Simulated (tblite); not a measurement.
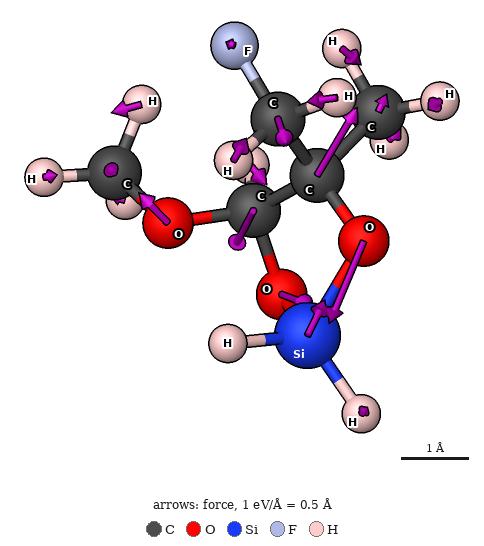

Starting geometry of C₅H₁₁FO₃Si with the computed forces as purple arrows. Style: ball-and-stick. Shown at a tilt.

The calculation used tblite 0.8.0, GFN2-xTB geometry optimisation, gas phase. 

Question: What follows when this structure is relaxed?

Answer: It isn't relaxed: the largest force vector, on an O atom, is 2.81 eV/Å. The final displacements have little in common with the starting forces (cosine between the two patterns 0.16). An H atom moves most after the best rigid fit: 1.18 Å. By element the largest moves are H 1.18 Å, O 0.68 Å, F 0.59 Å, C 0.48 Å, Si 0.32 Å. Some distances before and after: O–Si 1.735 → 1.637 Å, C–C 1.471 → 1.554 Å, C–H 1.133 → 1.091 Å, C–O 1.383 → 1.406 Å. Bond angles that change, for instance: C–O–Si 96.3° → 110.0°, Si–O–C 101.9° → 111.6°, O–Si–H 113.7° → 105.2°. Groups turn about C–O by about 55°, O–Si by about 40°, O–Si by about 30°. Over 134 geometry steps the energy falls by 33.2 kcal/mol. Cost: 2 s on 1 thread of Arm Neoverse N1, with other jobs on the host.
